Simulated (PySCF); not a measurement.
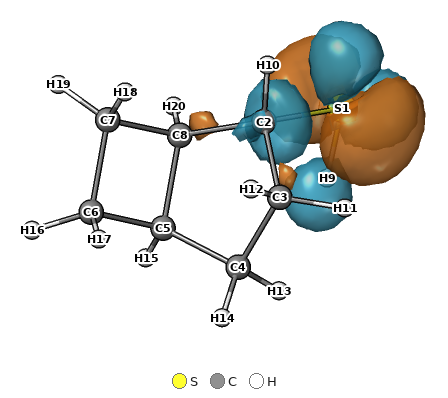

*C7H12S, SMILES `S[CH]1CC[CH]2CC[CH]21`. Unrelaxed difference density of S₁ less the ground state (full linear response singlet states), ±0.04 e/Å³; light blue: gain, orange: loss.*

Method: PBE0/6-31G*; geometry: GFN2-xTB; program: PySCF. No frequency check shows the geometry to be a minimum. GFN2-xTB bond lengths at metals and heavier atoms can be off by up to 0.1 Å and shapes distorted, which carries into these values. Without diffuse functions Rydberg states are missing, so the states' numbers hold for this basis only.

Geometry (Å), atoms numbered from 1:

```
S1       2.3556    0.3642   -0.2362
C2       0.7249    0.3426    0.6044
C3       0.3034   -1.0734    0.9963
C4      -0.4119   -1.6199   -0.2415
C5      -1.1153   -0.4072   -0.8465
C6      -2.3958    0.0403   -0.1191
C7      -1.6683    1.2848    0.4110
C8      -0.3824    0.8444   -0.3125
H9       1.9877   -0.3873   -1.2699
H10      0.8791    0.9896    1.4694
H11      1.1533   -1.6857    1.2947
H12     -0.3899   -1.0171    1.8370
H13      0.3147   -2.0250   -0.9489
H14     -1.1138   -2.4146    0.0093
H15     -1.2181   -0.4858   -1.9281
H16     -3.2292    0.2615   -0.7823
H17     -2.7363   -0.6505    0.6497
H18     -1.5779    1.3357    1.4944
H19     -2.0737    2.2274    0.0502
H20     -0.0121    1.5554   -1.0497
```

> How does the charge move on excitation?

0.72 e is displaced in all, of which about 0.3 e passes between atoms: S1 (0.25 e) loses electrons and H9 (0.10 e) and C2 (0.09 e) gain them. The state: 5.75 eV (216 nm), f = 0.000 (very weak); the leading pair carries 100 %; hole on S1 (81 %), electron on S1 (56 %), C2 (13 %) and H9 (13 %); their centroids lie 0.2 Å apart.
